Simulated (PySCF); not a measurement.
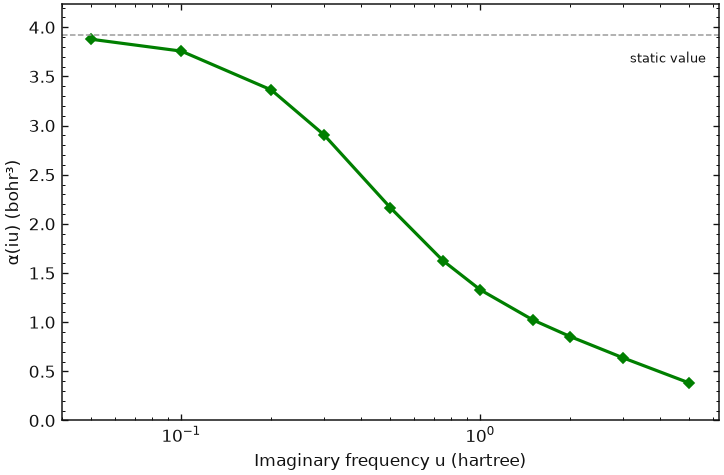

Dipole polarisability at imaginary frequency of Cu⁺ ([Ar] 3d¹⁰). Coupled response at the HF level; PySCF, def2-TZVPPD, non-relativistic, unrestricted single determinants, no spin-orbit coupling.

**Give the static polarisability, its fall-off and C₆.**

The static dipole polarisability is 3.92 bohr³; α(iu) falls to half of it near u = 0.58 hartree. The Casimir–Polder integral gives C₆ = 8.57 hartree bohr⁶ for two such species.
